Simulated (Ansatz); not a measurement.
# Ti (P6_3/mmc, 2 atoms in the cell): modes against uniaxial strain along c, part 2 of 2

Aim: how do the optical modes of Ti (P6_3/mmc, 2 atoms in the cell) shift and split under this strain?

Ansatz 0.2.0; DFT PBEsol, scalar-relativistic, plane waves, PAW; PAW set soft_1.

So far. Step 3 (Tight relaxation): The forces vanish by symmetry and the pressure is -0.005 GPa, within the tolerances set. The cell now holds 16.72 Å³/atom.

## (4) Zone-centre response at rest

The force constants come from the linear response of the density to a displacement.

The modes at rest are the reference of the series.

input.yaml reads:

```yaml
crystal:
  lattice:
    - [2.9004419643, 0.0, 0.0]
    - [-1.4502209821, 2.5118564233, 0.0]
    - [0.0, 0.0, 4.5887404065]
  atoms:
    - { symbol: Ti, position: [0.3333333333, 0.6666666667, 0.25] }
    - { symbol: Ti, position: [0.6666666667, 0.3333333333, 0.75] }
kpoints:
  mp_grid: { grid: [18, 18, 12] }
hamiltonian:
  xc: pbesol
  pseudopotentials: { kind: paw, azcp: { folder: soft_1 }, xc_functional: pbe }
scf:
  occupations: { method: methfessel_paxton, width: 0.2 }
output:
  eigenvalues: true
phonons:
  method: dfpt
```

The run is started by

```sh
$ ansatz run input.yaml --threads 4 --pin off --max-ram 10240MiB --backend cpu --events-out ev --progress --plain --runs-dir out
```

Numbers of over 12 decimals in the logs are rounded to 6 here.

What it wrote:

```text
zone centre: on kpoints.mp_grid the ground state, and the responses unless they are solved on pairs of k-points, stand on 637 of the mesh's 3888 k-points, reduced under 4 symmetry operations, with k and −k counted as one. Each operation leaves every solved displacement unchanged or reverses it
[...]
Crystal: 2 atoms, lattice volume = 33.431 Å³
Basis set: ecut = 420 eV, 627 PW (Γ), exchange–correlation on 40×40×64 points (8 copies of the dense FFT grid, shifted against one another)
Bands: 16, of which v1, the nominal top of the filled ones, is band 12 counted from 1 (11 counted from 0)
Symmetry: 24 space group operations
k-points: 637 of 3888 (irreducible under 4 space group operations, time reversal used)
[...]
SCF iter   1: F=—  HF=-4948.270796 eV  |F-HF|=—  |Δ(HF+E_count)|=         —  Δρ=6.44e-2  dr2=1.41e0  ethr=3.10e-3  ⟨swp⟩=4.4  Hψ=89390  notcnv=0
automatic band count: the SCF goes on with 20 bands, as 16 were too few: they end inside the smearing window of the response
[...]
SCF iter   2: F=—  HF=-4947.956076 eV  |F-HF|=—  |Δ(HF+E_count)|=   3.15e-1  S|Δr|=    0.00e0  Δρ=3.68e-2  dr2=4.87e-1  ethr=3.10e-3  ⟨swp⟩=2.0  Hψ=21455  notcnv=0  defer=877
[...]
SCF iter   8: F=-4947.798770 eV  HF=-4947.798770 eV  |F-HF|=9.09e-13  |Δ(HF+E_count)|=  8.64e-11  S|Δr|=    0.00e0  Δρ=4.44e-8  dr2=2.50e-13  ethr=1.00e-12  ⟨swp⟩=8.9  Hψ=50478  notcnv=0
SCF 1 converged in 8 iterations: F = -4947.798770 eV  dr2 = 2.50e-13
[...]
DFPT response loops at Γ: preconditioner auto → Kerker (q_TF=auto, 2.582 Å⁻¹) (partly filled bands, converged f_vac=0.000); β = 1.00, the filter's whole step (`scf.mixing.beta` (0.50) is not read by the response loops under this deck's `scf.mixing.preconditioner`; to damp them name `kerker` or `kerker_dos`, under which they read `scf.mixing.beta`, and type it under 1.00, their step now; both keys bind the ground state too); Broyden in place of MSR1
SCF converged after 8 iterations
[...]
Free energy (F): -4947.798770 eV
[...]
Internal energy: -4947.803489 eV  (E = F + TS)
E sigma→0 (E₀):  -4947.799950 eV
Entropy (-TS):   0.004719 eV (2.360 meV/atom)
Fermi energy:    13.784615 eV
[...]
--- Band table (eV; the first three rows and the last of 637) ---
  k-point 0: bands = [... 8 lower, 7.5017, 10.9861, 14.5662, 14.5662, 14.6579, 14.7029, 15.1003, 15.1003, ... 4 higher]
  k-point 1: bands = [... 8 lower, 7.5627, 10.9622, 14.5325, 14.5325, 14.5456, 14.6681, 15.0648, 15.0648, ... 4 higher]
  k-point 2: bands = [... 8 lower, 7.7434, 10.8752, 14.2744, 14.4634, 14.4634, 14.5675, 14.9688, 14.9688, ... 4 higher]
  k-point 636: bands = [... 8 lower, 11.6971, 11.6971, 13.1877, 13.1877, 13.6753, 13.6753, 15.3961, 15.3961, ... 4 higher]
--- Phonons (Γ-DFPT): 2 representative perturbations + reference, on 637 of 3888 k-points (Σ response iterations 6) ---
  k mesh reduced under 4 symmetry operations, with k and −k counted as one. Each operation leaves every solved displacement unchanged or reverses it
  ASR residual: 1.071e-5 → 0.000e0 eV/Å²; symmetrization residual: 4.003e-10 eV/Å²
  ASR residual per site (eV/Å²): 1.07e-5 1.07e-5
  Γ frequencies (cm⁻¹): 0.00 0.00 0.00 127.75 127.75 192.14
  non-analytic LO–TO correction: not included (Born effective charges unavailable; polar crystals: no LO–TO splitting at Γ)
```

It took 22 s on 4 threads of Arm Neoverse V2, shared host; peak memory 1.4 GiB.

The column dr2 measures how far the density is from self-consistency, as an energy; F and HF (Harris–Foulkes) agree once it is small.

This step gave:

```yaml
sum_rule_residual_before_enforcement: 1.07e-5 eV/Å²
point_group: 6/mmm
highest_optical_mode_at_the_zone_centre_no_lo_to_term: 192.1 cm⁻¹
lowest_optical_zone_centre_mode: 127.8 cm⁻¹
```

Patterns of degenerate modes are one choice out of their space. Modes at Γ:

| mode | frequency (cm⁻¹) | symmetry |
| --- | --- | --- |
| 1 | 0.0 | acoustic |
| 2 | 0.0 | acoustic |
| 3 | 0.0 | acoustic |
| 4 | 127.8 | E2g |
| 5 | 127.8 | E2g |
| 6 | 192.1 | B1g |

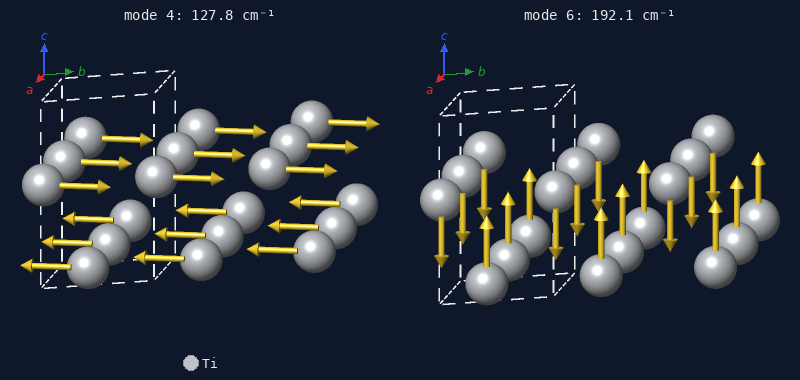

Displacement patterns of modes 4 and 6 at Γ; arrows are exaggerated. 3×3×1 cells are drawn.

Before it was imposed, the acoustic sum rule was missed by 1.1e-5 eV/Å². Small misses are needed for a sound result but don't prove that mesh and cutoff are converged. The lowest optical mode is real, 128 cm⁻¹.

## (5) Relaxation of a member: uniaxial strain of +4 % along c

The cell takes a uniaxial strain of +4 % along c. The strained length and the angles are held, while the rest of the cell and the atoms relax.

input.yaml, the sections that differ from step 4:

```yaml
crystal:
  lattice:
    - [2.8748407583, 0.0, 0.0]
    - [-1.4374203792, 2.4896851285, 0.0]
    - [0.0, 0.0, 4.7722900229]
  atoms:
    - { symbol: Ti, position: [0.3333335213, 0.6666664787, 0.25] }
    - { symbol: Ti, position: [0.6666664787, 0.3333335213, 0.75] }
output:
  forces: true
  stress: true
  eigenvalues: true
relax:
  adjacent_minimum: "off"
  f_tol: 0.001
  max_steps: 60
  cell: { stress_tol: 0.01, fix: [c, angles] }
# kpoints, hamiltonian, scf: as in step 4
# phonons: removed
```

What it wrote:

```text
[...]
k-point 636: bands = [... 8 lower, 10.9044, 10.9044, 12.5709, 12.5709, 14.9636, 14.9636, 15.4398, 15.4398]
--- Relaxed structure (3 steps of the walk, 3 accepted, 1 SCFs on fresh bases) ---
[...]
cell:  # Å, volume = 33.9567 Å³
    - [2.866381, 2.8782539749564758e-11, 0]
    - [-1.433190, 2.482359, 0]
    - [0, 0, 4.7722900229]
  atoms:
    - { symbol: Ti, position: [0.333333, 0.666667, 0.250000] }
    - { symbol: Ti, position: [0.666667, 0.333333, 0.750000] }
[key lines of the parts left out:]
SCF converged after 6 iterations
Free energy (F): -4947.775014 eV
Fermi energy:    13.514822 eV
P = ⅓ Tr σ = -1.8563 GPa (-18.563 kbar)
```

Wall time 15 s (4 threads); peak memory 0.61 GiB.

Step by step:

```
step  energy less that of the first step (eV)  largest force component (eV/Å)  pressure (GPa)  volume (Å³)
   1                                   0.0000                          0.0000           -2.51        34.16
   2                                  -0.0003                          0.0000           -1.40        33.82
   3                                  -0.0005                          0.0000           -1.86        33.96
  4*                                  -0.0005                          0.0000           -1.86        33.96
```

Relaxation steps marked * repeat the geometry before them on a plane-wave basis chosen anew for their cell, so energy and pressure can jump there.

```
conventional cell, symmetrised  before  after  change
                         a (Å)   2.875  2.866  -0.3 %
                         b (Å)   2.875  2.866  -0.3 %
                         c (Å)   4.772  4.772  +0.0 %
              volume (Å³/atom)   17.08  16.98  -0.6 %
```

Final coordinates:

```xyz
2
Lattice="2.8664 0.0000 0.0000 -1.4332 2.4824 0.0000 0.0000 0.0000 4.7723" Properties=species:S:1:pos:R:3 pbc="T T T"
Ti    0.0000    1.6549    1.1931
Ti    1.4332    0.8275    3.5792
```

Numbers from this step:

| Property | Result |
| --- | --- |
| pressure | -1.856 GPa |
| volume per atom | 16.98 Å³ |

The largest force component left is 2.1e-4 meV/Å.

## (6) Modes of this member: uniaxial strain of +4 % along c

The zone-centre modes follow for uniaxial strain of +4 % along c.

input.yaml, the sections that differ from step 5:

```yaml
crystal:
  lattice:
    - [2.8663808856, 0.0, 0.0]
    - [-1.4331904428, 2.4823586638, 0.0]
    - [0.0, 0.0, 4.7722900229]
  atoms:
    - { symbol: Ti, position: [0.3333333531, 0.6666666469, 0.25] }
    - { symbol: Ti, position: [0.6666666469, 0.3333333531, 0.75] }
output:
  eigenvalues: true
phonons:
  method: dfpt
# kpoints, hamiltonian, scf: as in step 5
# relax: removed
```

What it wrote:

```text
[...]
Crystal: 2 atoms, lattice volume = 33.957 Å³
Basis set: ecut = 420 eV, 663 PW (Γ), exchange–correlation on 40×40×64 points (8 copies of the dense FFT grid, shifted against one another)
Bands: 16, of which v1, the nominal top of the filled ones, is band 12 counted from 1 (11 counted from 0)
Symmetry: 24 space group operations
k-points: 637 of 3888 (irreducible under 4 space group operations, time reversal used)
[...]
SCF iter   1: F=—  HF=-4948.243781 eV  |F-HF|=—  |Δ(HF+E_count)|=         —  Δρ=6.38e-2  dr2=1.41e0  ethr=3.10e-3  ⟨swp⟩=4.3  Hψ=88471  notcnv=0
[...]
SCF iter   8: F=-4947.775014 eV  HF=-4947.775014 eV  |F-HF|=0.00e0  |Δ(HF+E_count)|=  4.55e-11  S|Δr|=    0.00e0  Δρ=5.20e-8  dr2=5.52e-13  ethr=1.00e-12  ⟨swp⟩=9.0  Hψ=53678  notcnv=0
SCF 1 converged in 8 iterations: F = -4947.775014 eV  dr2 = 5.52e-13
[...]
SCF converged after 8 iterations
[...]
Free energy (F): -4947.775014 eV
[...]
Internal energy: -4947.779809 eV  (E = F + TS)
E sigma→0 (E₀):  -4947.776213 eV
Entropy (-TS):   0.004795 eV (2.398 meV/atom)
Fermi energy:    13.514822 eV
[...]
--- Band table (eV; the first three rows and the last of 637) ---
  k-point 0: bands = [... 8 lower, 7.2834, 10.7359, 13.9022, 14.1120, 14.3678, 14.3678, 14.8023, 14.8023, ... 4 higher]
  k-point 1: bands = [... 8 lower, 7.3393, 10.7002, 13.8187, 14.0829, 14.3508, 14.3508, 14.7780, 14.7780, ... 4 higher]
  k-point 2: bands = [... 8 lower, 7.5050, 10.5800, 13.6211, 13.9988, 14.3133, 14.3133, 14.7111, 14.7111, ... 4 higher]
  k-point 636: bands = [... 8 lower, 11.4906, 11.4906, 12.9283, 12.9283, 13.4629, 13.4629, 15.1240, 15.1240, ... 4 higher]
[...]
ASR residual: 1.875e-5 → 0.000e0 eV/Å²; symmetrization residual: 3.782e-13 eV/Å²
  ASR residual per site (eV/Å²): 1.87e-5 1.87e-5
  Γ frequencies (cm⁻¹): 0.00 0.00 0.00 119.64 119.64 179.25
[...]
```

Wall time 21 s (4 threads); peak memory 1.4 GiB; 77 s of CPU time.

This step gave:

```yaml
sum_rule_residual_before_enforcement: 1.87e-5 eV/Å²
highest_optical_mode_at_the_zone_centre_no_lo_to_term: 179.2 cm⁻¹
lowest_optical_zone_centre_mode: 119.6 cm⁻¹
```

Patterns of degenerate modes are one choice out of their space. Modes at Γ:

| mode | frequency (cm⁻¹) | symmetry |
| --- | --- | --- |
| 1 | 0.0 | acoustic |
| 2 | 0.0 | acoustic |
| 3 | 0.0 | acoustic |
| 4 | 119.6 | E2g |
| 5 | 119.6 | E2g |
| 6 | 179.2 | B1g |

The lowest optical mode is real, 120 cm⁻¹, and the highest lies at 179.2 cm⁻¹.

For the highest optical mode at the zone centre (no LO-TO term), step 4 gave 192 cm⁻¹; this run, with strain 4 %, gives 179 cm⁻¹ (-7 %).

## (7) Relaxation of a member: uniaxial strain of -4 % along c

The cell takes a uniaxial strain of -4 % along c. The strained length and the angles are held, while the rest of the cell and the atoms relax.

input.yaml, the sections that differ from step 6:

```yaml
crystal:
  lattice:
    - [2.9275270973, 0.0, 0.0]
    - [-1.4637635486, 2.5353128365, 0.0]
    - [0.0, 0.0, 4.4051907902]
  atoms:
    - { symbol: Ti, position: [0.3333333838, 0.6666666162, 0.25] }
    - { symbol: Ti, position: [0.6666666162, 0.3333333838, 0.75] }
output:
  forces: true
  stress: true
  eigenvalues: true
relax:
  adjacent_minimum: "off"
  f_tol: 0.001
  max_steps: 60
  cell: { stress_tol: 0.01, fix: [c, angles] }
# kpoints, hamiltonian, scf: as in step 6
# phonons: removed
```

What it wrote:

```text
[...]
Crystal: 2 atoms, lattice volume = 32.696 Å³
Basis set: ecut = 420 eV, 627 PW (Γ), exchange–correlation on 40×40×60 points (8 copies of the dense FFT grid, shifted against one another)
Bands: 16, of which v1, the nominal top of the filled ones, is band 12 counted from 1 (11 counted from 0)
Symmetry: 8 space group operations
k-points: 637 of 3888
[...]
k-point 636: bands = [... 8 lower, 11.3439, 11.3439, 13.2625, 13.2625, 15.4723, 15.4723, 15.6969, 15.6969, ... 4 higher]
--- Relaxed structure (4 steps of the walk, 4 accepted, 2 SCFs on fresh bases) ---
[...]
cell:  # Å, volume = 32.9104 Å³
    - [2.937102, -2.8961907896203395e-11, 0]
    - [-1.468551, 2.543605, 0]
    - [0, 0, 4.4051907902]
  atoms:
    - { symbol: Ti, position: [0.333333, 0.666667, 0.250000] }
    - { symbol: Ti, position: [0.666667, 0.333333, 0.750000] }
[key lines of the parts left out:]
SCF converged after 5 iterations
Free energy (F): -4947.772009 eV
Fermi energy:    14.053872 eV
P = ⅓ Tr σ = 2.1194 GPa (21.194 kbar)
```

The job ended after 23 s (4 threads; peak memory 0.66 GiB; 89 s of CPU time).

The steps of the relaxation:

```csv
step,energy less that of the first step (eV),largest force component (eV/Å),pressure (GPa),volume (Å³)
1,0.0000,0.0000,2.94,32.70
2,-0.0001,0.0000,1.45,33.09
3,-0.0006,0.0000,2.11,32.91
4*,-0.0006,0.0000,2.11,32.91
5,-0.0006,0.0000,2.12,32.91
6*,-0.0006,0.0000,2.12,32.91
```

Relaxation steps marked * repeat the geometry before them on a plane-wave basis chosen anew for their cell, so energy and pressure can jump there.

```csv
"conventional cell, symmetrised",before,after,change
a (Å),2.928,2.937,+0.3 %
b (Å),2.928,2.937,+0.3 %
c (Å),4.405,4.405,-0.0 %
volume (Å³/atom),16.35,16.46,+0.7 %
```

Final coordinates:

```cif
data_structure
_symmetry_space_group_name_H-M 'P 1'
_symmetry_Int_Tables_number 1
_cell_length_a 2.9371
_cell_length_b 2.9371
_cell_length_c 4.4052
_cell_angle_alpha 90.000
_cell_angle_beta 90.000
_cell_angle_gamma 120.000
_cell_volume 32.91
loop_
_atom_site_label
_atom_site_type_symbol
_atom_site_fract_x
_atom_site_fract_y
_atom_site_fract_z
_atom_site_occupancy
Ti1 Ti 0.33333 0.66667 0.25000 1
Ti2 Ti 0.66667 0.33333 0.75000 1
```

Numbers from this step:

| Quantity | Value |
| --- | --- |
| pressure | 2.119 GPa |
| volume per atom | 16.46 Å³ |

The largest force component left is 8.1e-4 meV/Å.

## (8) Zone-centre modes of the member: uniaxial strain of -4 % along c

The zone-centre modes follow for uniaxial strain of -4 % along c.

input.yaml, the sections that differ from step 7:

```yaml
crystal:
  lattice:
    - [2.9371020651, 0.0, 0.0]
    - [-1.4685510325, 2.5436050019, 0.0]
    - [0.0, 0.0, 4.4051907902]
  atoms:
    - { symbol: Ti, position: [0.3333332734, 0.6666667266, 0.25] }
    - { symbol: Ti, position: [0.6666667266, 0.3333332734, 0.75] }
output:
  eigenvalues: true
phonons:
  method: dfpt
# kpoints, hamiltonian, scf: as in step 7
# relax: removed
```

What it wrote:

```text
[...]
Crystal: 2 atoms, lattice volume = 32.910 Å³
Basis set: ecut = 420 eV, 627 PW (Γ), exchange–correlation on 40×40×60 points (8 copies of the dense FFT grid, shifted against one another)
Bands: 16, of which v1, the nominal top of the filled ones, is band 12 counted from 1 (11 counted from 0)
Symmetry: 24 space group operations
k-points: 637 of 3888 (irreducible under 4 space group operations, time reversal used)
[...]
k-point 2: bands = [... 8 lower, 7.9972, 11.1452, 14.5726, 14.5726, 15.0090, 15.1648, 15.2134, 15.2134, ... 4 higher]
  k-point 636: bands = [... 8 lower, 11.9251, 11.9251, 13.4542, 13.4542, 13.9101, 13.9101, 15.6537, 15.6537, ... 4 higher]
[...]
ASR residual: 1.599e-5 → 0.000e0 eV/Å²; symmetrization residual: 5.105e-10 eV/Å²
  ASR residual per site (eV/Å²): 1.60e-5 1.60e-5
  Γ frequencies (cm⁻¹): 0.00 0.00 0.00 132.35 132.35 249.41
[...]
[key lines of the parts left out:]
SCF converged after 8 iterations
Free energy (F): -4947.772009 eV
Fermi energy:    14.053872 eV
```

Elapsed: 21 s, on 4 threads; peak memory 1.4 GiB; 77 s of CPU time.

This step gave:

* sum-rule residual before enforcement: 1.60e-5 eV/Å²
* highest optical mode at the zone centre (no LO-TO term): 249.4 cm⁻¹
* lowest optical zone-centre mode: 132.3 cm⁻¹

Patterns of degenerate modes are one choice out of their space. Modes at Γ:

```csv
mode,frequency (cm⁻¹),symmetry
1,0.0,acoustic
2,0.0,acoustic
3,0.0,acoustic
4,132.3,E2g
5,132.3,E2g
6,249.4,B1g
```

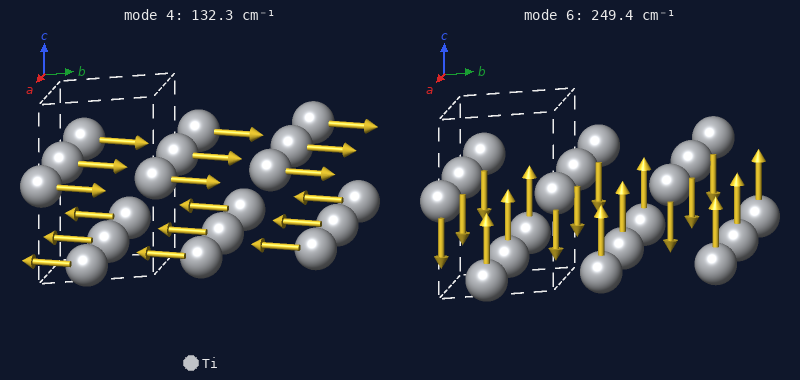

Displacement patterns of modes 4 and 6 at Γ; arrows are exaggerated. 3×3×1 cells are drawn.

The lowest optical mode is real, 132 cm⁻¹, and the highest lies at 249.4 cm⁻¹.

Between step 4 and this run (strain -4 %) the value for the highest optical mode at the zone centre (no LO-TO term) moves from 192 cm⁻¹ to 249 cm⁻¹ (+30 %).

## (9) The series together

The members are set side by side, also those not shown above.

Stress is positive in compression; energies are extrapolated to zero smearing, and E0 is that at rest; the edges not held and the atoms are relaxed in each cell; all runs use 18×18×12 k points and Methfessel-Paxton smearing of 0.2 eV. State of the crystal along the series:

```csv
strain (%),stress along the axis (GPa),free strain along a (%),free strain along b (%),E - E0 (meV/atom)
-4,6.358,1.264,1.264,13.37
-3,4.74,0.9338,0.9338,7.446
-2,3.131,0.6138,0.6138,3.293
-1,1.55,0.3031,0.3031,0.8281
0,-0.002432,0,0,0
1,-1.517,-0.2968,-0.2968,0.7816
2,-2.954,-0.5899,-0.5899,3.108
3,-4.293,-0.8827,-0.8827,6.844
4,-5.565,-1.174,-1.174,11.87
```

Optical modes are counted from below at rest and tracked from member to member by their patterns, and modes that stay within 0.3 cm⁻¹ of each other stand once; labels, where given, are those at rest; the edges not held and the atoms are relaxed in each cell; all runs use 18×18×12 k points and Methfessel-Paxton smearing of 0.2 eV. Optical modes along the series:

| strain (%) | optical mode 1 E2g (cm⁻¹) | optical mode 2 B1g (cm⁻¹) |
| --- | --- | --- |
| -4 | 132.3 | 249.4 |
| -3 | 131.4 | 234.2 |
| -2 | 130.4 | 218.8 |
| -1 | 129.2 | 204.2 |
| 0 | 127.8 | 192.1 |
| 1 | 126 | 183.6 |
| 2 | 123.9 | 179 |
| 3 | 121.8 | 177.8 |
| 4 | 119.6 | 179.2 |

Value and slope at zero strain of a cubic (a lower polynomial where under five rows exist) through the rows within 2 % of rest. Slopes at rest:

| mode | frequency (cm⁻¹) | shift per percent of strain (cm⁻¹) | shift per GPa of compressive stress (cm⁻¹) |
| --- | --- | --- | --- |
| optical mode 1 E2g | 127.7 | -1.64 | 1.07 |
| optical mode 2 B1g | 192.2 | -10.44 | 6.79 |

## (10) What came out

- members: 9
- highest optical mode at the zone centre (no LO-TO term), at rest: 192.1 cm⁻¹
- Young’s modulus along c: 154 GPa
- optical mode 1 E2g, shift per percent: -1.64 cm⁻¹
- optical mode 2 B1g, shift per percent: -10.44 cm⁻¹

The stress changes by 1.54 GPa for each percent, a Young’s modulus of 154 GPa along c. For each percent the free edge responds with -0.30 %. Within 2 % of rest optical mode 2 B1g bends away from a straight line, so a single slope holds only near rest. These are harmonic frequencies at zero temperature: anharmonic shifts, linewidths and thermal expansion are left out. With no gap, or one that is small against the smearing, the frequencies hang on the k mesh and the smearing, most of all near Kohn anomalies. The PAW files were made for PBE; the program adapts parts of them to the functional of the run, but their partial waves stay those of PBE, an approximation that was not tested in this session. Only the zone centre was solved, so an instability at another wavevector cannot show here.

[Logs are printed without paths, hosts, clocks, repeated set-up lines and the standing remarks that a program may print on its own settings, such as how far it seeks lower states.]

[Hosts, paths, dates, database ids (printed as entryN), source tags and the programs' standing remarks are cut or masked in the printed files.]
